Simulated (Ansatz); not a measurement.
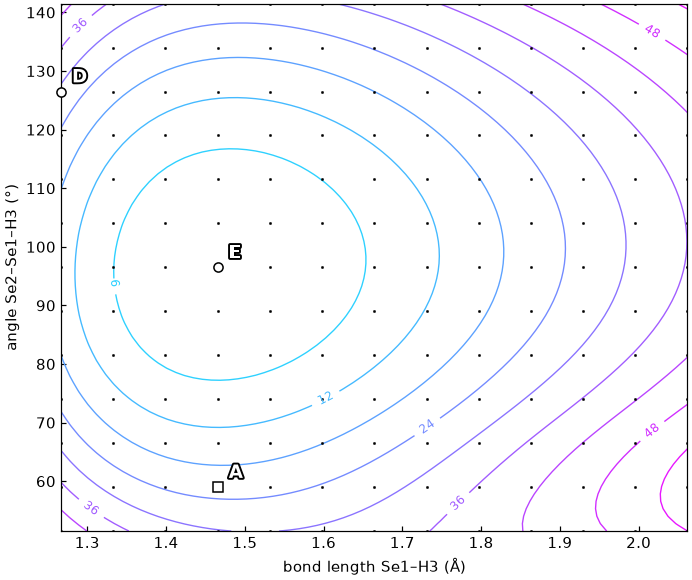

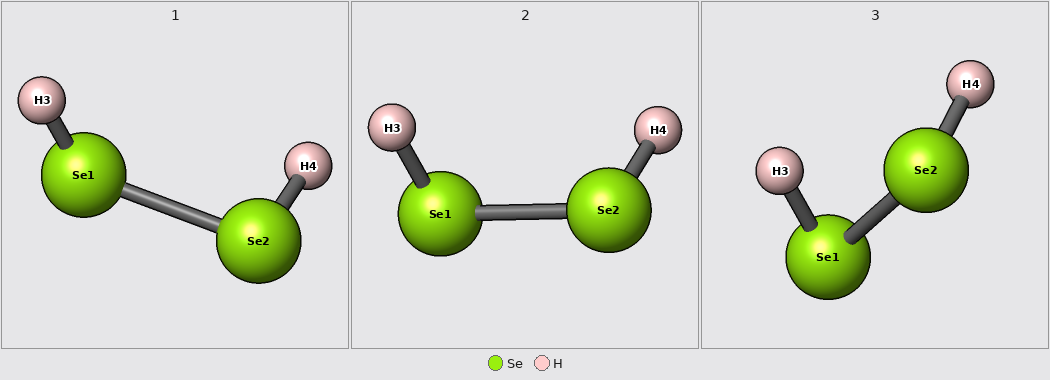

H₂Se₂, SMILES [SeH][SeH]. First axis: bond length Se1–H3. Second axis: angle Se2–Se1–H3. Nothing is relaxed (all other coordinates rigid). The grid has 13 × 13 points. Points are written as (first, second). All energies are given in kcal/mol relative to the lowest grid point. All numbers below come from RKS PBE0-D4/def2-TZVP in Ansatz 0.2.0.

Drawn: contour lines labelled in kcal/mol, dots at the grid points, lettered points. Between grid points the surface is interpolated. The numbered pictures are the structures at these points, in random order.

Q: Which structure belongs to which point?

A: A is structure 3: (1.466 Å, 59.0°), 21.8 kcal/mol; D is structure 1: (1.267 Å, 126.5°), 28.8 kcal/mol; E is structure 2: (1.466 Å, 96.5°), 0.0 kcal/mol.
